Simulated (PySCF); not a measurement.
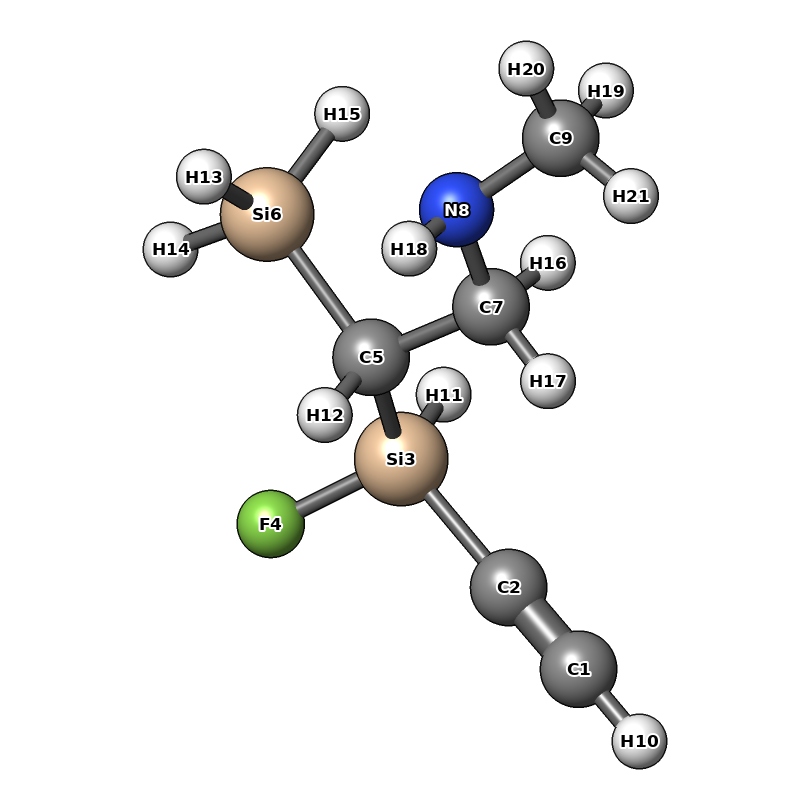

The thickness of each stick grows with its Mayer bond order. The geometry was computed by an optimisation with GFN2-xTB. No frequency run is at hand to confirm it as a minimum. Level of theory: PBE0/pcSseg-1 (PySCF 2.14.0).

**Which bond between heavy atoms has the highest Mayer bond order?**

C1–C2, 2.54, at a length of 1.202 Å.

List the Mayer bond orders of C1–C2, C2–Si3, Si3–F4, Si3–C5, C5–Si6, C5–C7, C7–N8, N8–C9 (bonds between heavy atoms, one of each equivalent set).

| bond | Mayer order | length (Å) |
| --- | --- | --- |
| C1–C2 | 2.54 | 1.202 |
| C2–Si3 | 0.89 | 1.852 |
| Si3–F4 | 0.95 | 1.617 |
| Si3–C5 | 0.89 | 1.889 |
| C5–Si6 | 0.84 | 1.916 |
| C5–C7 | 0.99 | 1.522 |
| C7–N8 | 0.96 | 1.450 |
| N8–C9 | 0.99 | 1.448 |

The geometry is semi-empirical. Around Si such bond lengths and angles can be off by a tenth of an ångström or more and by several degrees, and values that hang on the shape move with them.
